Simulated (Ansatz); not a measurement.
# Single-point calculation, with input and output: GaH$_{2}$Br

- system: GaH$_{2}$Br
- method: RKS r2SCAN-D4/def2-TZVPP (Ansatz 0.2.0)

The geometry comes from this level: PBE0-D4/def2-TZVP.

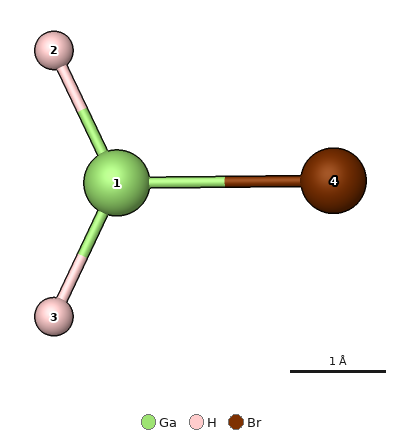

The structure as given in the input (ball-and-stick view, seen on its broad side; atoms are numbered from 1 in the order of the input). Sticks mark near contacts. Bond lengths as drawn: Br–Ga 2.29 Å and Ga–H 1.56 Å.

### Summary

```csv
quantity,value
outcome,converged
total energy,−122457.3596 eV
mean-field energy,−122457.3461 eV
dispersion energy,−0.0135 eV
SCF solution under orbital rotations,stable
hardware,"4 threads of Arm Neoverse V2, 23 GiB of memory available, shared host"
wall time,1.4 s (CPU time 4.5 s)
peak memory,0.5 GiB
```

### Input file
```yaml
crystal:
  periodic: [false, false, false]
  atoms:
    - {symbol: Ga, position_ang: [-1.646682, -0.528020, 0.159690]}
    - {symbol: H, position_ang: [-1.840179, -0.208197, -1.351476]}
    - {symbol: H, position_ang: [-1.783577, 0.412786, 1.392373]}
    - {symbol: Br, position_ang: [-1.077077, -2.698357, 0.639130]}
basis:
  gaussian: {orbitals: def2-TZVPP}
hamiltonian: {xc: r2scan, dispersion: d4}
```

Launch command:
```bash
ansatz run in.yaml --threads 4 --pin off --events-out ev --progress --plain --max-ram 9574MiB
```

### What the program printed
```
Functional definition: r2SCAN
  name "r2SCAN"
  cite "Furness, Kaplan, Ning, Perdew & Sun, J. Phys. Chem. Lett. 11, 8208 (2020) doi:10.1021/acs.jpclett.0c02405"
  cite "Furness, Kaplan, Ning, Perdew & Sun, J. Phys. Chem. Lett. 11, 9248 (2020) doi:10.1021/acs.jpclett.0c03077"
  parent r2scan
  parameter k0 = 0.174
  parameter k1 = 0.065
  parameter a1 = 4.9479
  exchange = r2scan_x(k0 = k0, k1 = k1, a1 = a1)
  correlation = r2scan_c
862 factors; their error is unknown
mean field evaluation 1: about -122456.3911 eV, gradient 2.8e1 eV
mean field evaluation 2: about -122455.8357 eV, gradient 4.1e1 eV
mean field evaluation 4: about -122457.3796 eV, gradient 1.2e0 eV
mean field evaluation 8: about -122457.3461 eV, gradient 2.3e-2 eV
mean field -122457.34607178 eV, -4500.2244635675 hartree, gradient 1.3e-5 eV, S^2 0.000000; 0 other end points of the search recorded, 0 dependent functions left out
reference -122457.34608187 eV, -4500.2244639383 hartree; 34, 34 occupied and 90, 90 virtual orbitals, 862 factors
Total energy: -122457.35959711 eV, -4500.2249606144 hartree
```
